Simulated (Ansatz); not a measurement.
```sh
ansatz run in.yaml --threads 2 --pin off --events-out ev --progress --plain --max-ram 22528MiB --backend cpu
```

```yaml
crystal:
  periodic: [false, false, false]
  atoms:
    - {symbol: O, position_ang: [-1.334855, -0.126436, -0.294593]}
    - {symbol: Ge, position_ang: [0.317954, 0.186998, 0.224237]}
    - {symbol: F, position_ang: [1.090673, -1.349608, 0.477170]}
    - {symbol: H, position_ang: [-1.394420, -0.538407, -1.159686]}
    - {symbol: H, position_ang: [1.145410, 0.875428, -0.869288]}
    - {symbol: H, position_ang: [0.217337, 0.887927, 1.575961]}
basis:
  gaussian: {orbitals: def2-TZVPP}
total_charge: 1
magnetization: {spin_polarized: true, initial_magnetization: 1}
hamiltonian: {xc: r2scan, dispersion: d4}
```

Geometry: the geometry of the neutral molecule.

Work out the structure from the coordinates.

Formula FGeH₃O⁺. It is an open-shell species. Coordination: 1 O bent; 1 Ge tetrahedral.

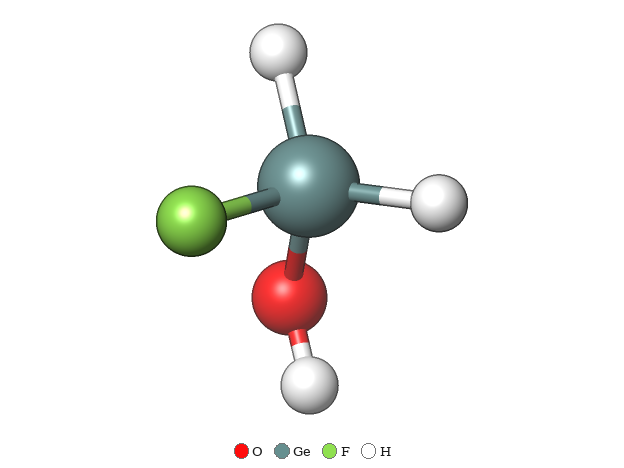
